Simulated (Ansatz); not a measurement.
The end point of a relaxation of BAs. Computed with PBEsol (plane waves to 420 eV, PAW, scalar-relativistic; Ansatz, a program for electronic structure).

F-43m (No. 216), cF8, zinc blende type; a = 4.768 Å, b = 4.768 Å, c = 4.768 Å, α = 90.00°, β = 90.00°, γ = 90.00°.

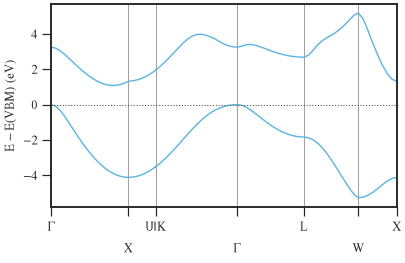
Figure: Highest filled and lowest empty band along the path of this cell's Brillouin zone

Task: Read off the gap and say whether it is direct.

Result: 1.08 eV, indirect (valence top at Γ, conduction bottom at 82 % of the way from Γ to X) (no spin-orbit coupling).

Task: How far does the top valence band disperse along this path?

Result: About 5.3 eV.

No spin polarisation in the result.

Measured for BAs: a 4.777 Å (room temperature; as listed in M J Lucero, T M Henderson, G E Scuseria, Journal of Physics Condensed Matter (2012)); gap 1.82 eV (room temperature; as listed in Joon Sang Kang et al., Applied Physics Letters (2019)). Computed minus measured — a: PBEsol -0.2 %; gap: PBEsol -0.74 eV. The computed values are for a static lattice, and a measured gap can be an optical one, lowered by exciton binding.

It was reached from a disturbed copy of a Fm-3m (No. 225) cell (rock salt type), against which it lies -0.84 eV/atom.
